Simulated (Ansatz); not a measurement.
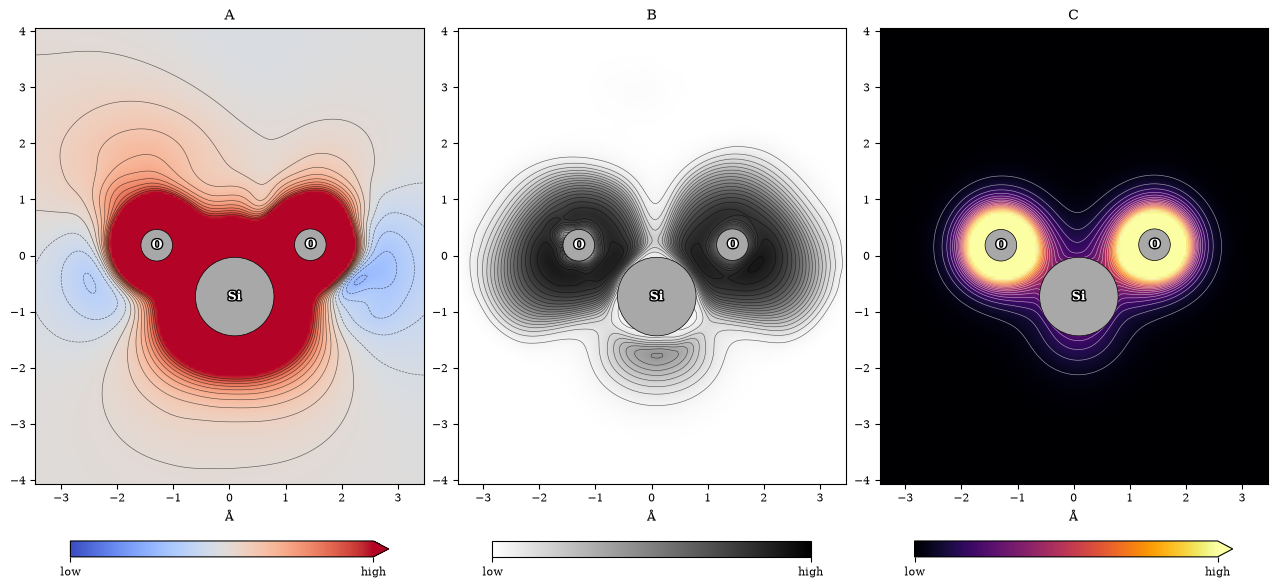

H4O2Si···HBr: 3 fields on the plane of atoms O5, Si1 and O7, with unlabelled colour scales. Grey discs cover the atomic cores.

The product side of a reaction path; geometry: PBE0-D4/def2-TZVP.

These are results of RKS PBE0-D4/def2-TZVPP (Ansatz 0.2.0), not measurements.

> Match the panels to the quantities (electron density, electron localisation function and electrostatic potential).

Panel A: electrostatic potential (strongly positive close to the atoms, with negative regions outside electron-rich atoms). Panel B: electron localisation function. Panel C: electron density. From the grid: Si–O (1.63 Å): ρ is about 1.2 e/Å³ halfway; the ELF peaks at about 0.90 between the atoms: a polar covalent bond.
